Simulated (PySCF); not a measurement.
SMILES c1[c]cccc1 (C₆H₅), doublet at its PBE0/def2-SVP optimised geometry (Å):

```
11

C     -0.6629    -1.1427     0.0000
C      0.7116    -1.2181     0.0000
C      1.4062    -0.0004     0.0000
C      0.7063     1.2076     0.0000
C     -0.6898     1.2206     0.0000
C     -1.4065     0.0157     0.0000
H      1.2461    -2.1720     0.0000
H      2.4999    -0.0004     0.0000
H      1.2563     2.1517     0.0000
H     -1.2293     2.1720     0.0000
H     -2.4999     0.0101     0.0000
```

Method: unrestricted PBE0/def2-TZVP (PySCF). Cells within 0.4 Å of a nucleus heavier than hydrogen are left out (blank, or x).

Map of the electrostatic potential (hartree/e), clipped to [-0.08, 0.12] on the plane z = 0.0 Å:

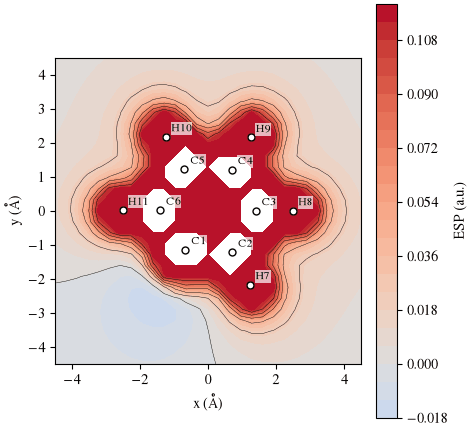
Fig. 1. Electrostatic potential (hartree/e), clipped to [-0.08, 0.12] on the plane z = 0.0 Å.
